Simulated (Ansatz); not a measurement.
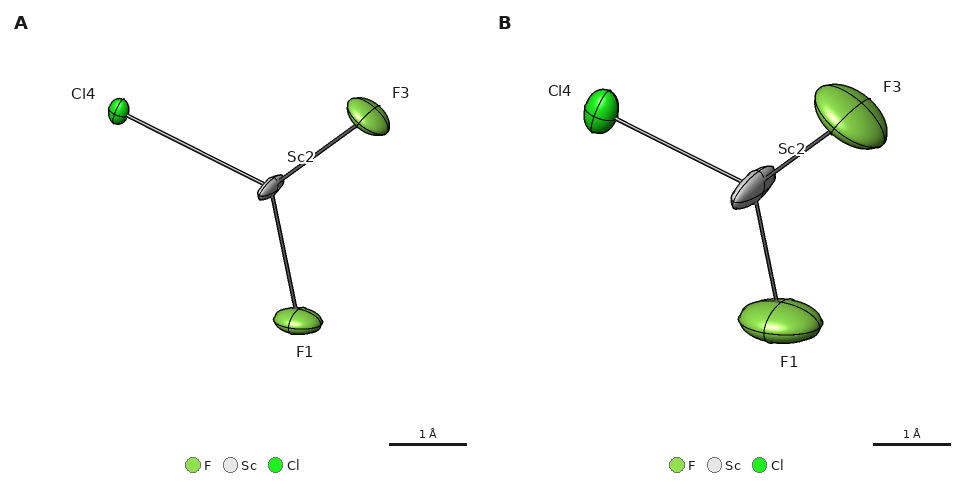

Displacement ellipsoids at the 50 % level, scaled by 2, from the internal vibrations of the free molecule (harmonic, no overall translation or rotation; no half-axis is drawn under 0.075 Å). The species is neutral and a spin singlet. Vibrations computed with RKS PBE0-D4/def2-TZVP (Ansatz 0.2.0). One panel is for 298 K, the other for 900 K.

> Which panel is for 900 K?

B.

> How much does the mean-square displacement of Sc2 grow, and why?

U_eq goes from 0.0056 to 0.0163 Å², a factor of 2.9. Modes below kT (626 cm⁻¹ at 900 K) grow about in proportion to T, and the lowest lies at 83 cm⁻¹; the mean-square amplitude of a mode is its zero-point value times coth(ħω/2kT), which comes close to 1 only above about 3kT.
